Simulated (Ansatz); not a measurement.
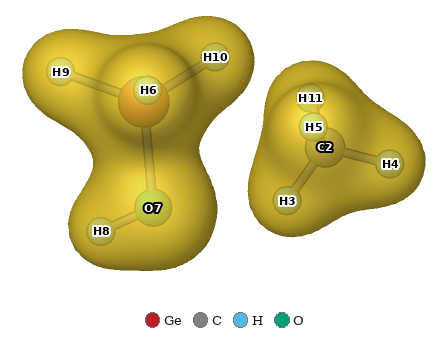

GeH4O···CH4. Isosurface of the total electron density at 0.2 e/Å³ (yellow), seen at a tilt.

The calculation used RKS PBE0/def2-SVP (Ansatz 0.2.0).

```xyz
11

Ge   -0.0630   -0.3832   -0.5027
C     0.4028   -0.0973    2.6208
H    -0.4584    0.4741    2.2506
H     0.2937   -0.2646    3.7013
H     1.3337    0.4538    2.4326
H     1.1537    0.5502   -0.3593
O    -1.5398    0.4316    0.0979
H    -2.0691    0.7747   -0.6292
H    -0.2782   -0.7251   -1.9950
H     0.1337   -1.6560    0.3476
H     0.4353   -1.0693    2.0987
```

**How is the density connected at this value?**

At this value the surface falls into two separate pieces. It bridges the sampled Ge–O (1.79 Å), O–H (0.96 Å) and C–H (1.10 Å) contacts, where the density stays above the isovalue. It is pinched off along the sampled H···H (1.87 Å) contacts. On the grid the lowest density along these lines, outside the cores, is 0.12 e/Å³ (H···H, 1.87 Å), 0.9 e/Å³ (Ge–O, 1.79 Å), 2.4 e/Å³ (O–H, 0.96 Å) and 1.8 e/Å³ (C–H, 1.10 Å).
